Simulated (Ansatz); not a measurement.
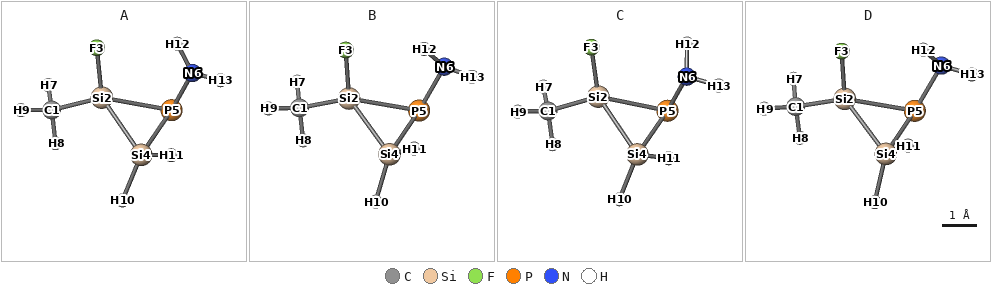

4 geometries from a converged minimum-energy path of CH7FNPSi2, shuffled. Style: ball-and-stick. Shown at a tilt.

Method: Ansatz, RKS PBE-D4/6-31G*. Run with 5 movable images; climbing image; force threshold 0.05 eV/Å; iteration limit 60; starting path by image-dependent pair potential.

Question: Which frame is the transition state?

Answer: A. In order along the path, whose images run from 0 to 6: C (image 0, 0.0 kJ/mol), A (image 3, +10.2 kJ/mol), B (image 5, +4.0 kJ/mol), D (image 6, +3.6 kJ/mol). The motion is an umbrella inversion at N6. No bond forms or breaks between the ends. Bond angles that change up to the highest image, for instance: P5–N6–H12 111.2° → 123.1°, P5–N6–H13 110.5° → 121.1°.

The run took 2.1 min on 2 threads of Arm Neoverse V1, on a shared host, peak memory 0.17 GiB.
